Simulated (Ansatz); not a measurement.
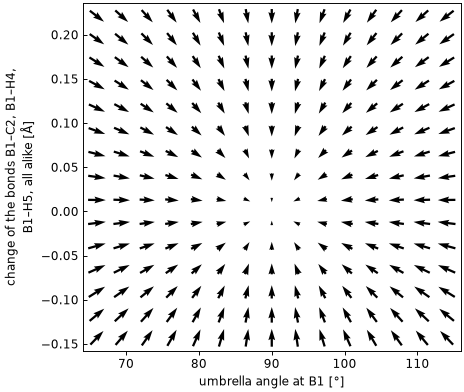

CH3BCl, SMILES B[CH]Cl, spin multiplicity 2. First axis: umbrella angle at B1 (between each of its bonds and their common axis; 90 is planar). Second axis: change of the bonds B1–C2, B1–H4, B1–H5, all alike. Nothing is relaxed (all other coordinates rigid). Grid: 15 × 15 points; 120 points were computed and 105 follow by symmetry. Points are written as (first, second). Level of theory: UKS PBE0-D4/def2-TZVP in Ansatz.

In the figure: arrows along the force (downhill), their lengths compressed.

The arrows alone are given. Where is the energy lowest?

The arrows converge at about (90°, 0.000 Å) (read from the interpolated surface).

The energy map of the same scan:

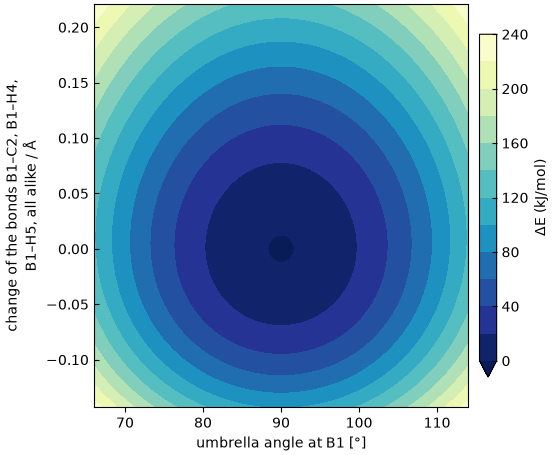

Energies are in kJ/mol, from the lowest grid point; between grid points the surface is interpolated.
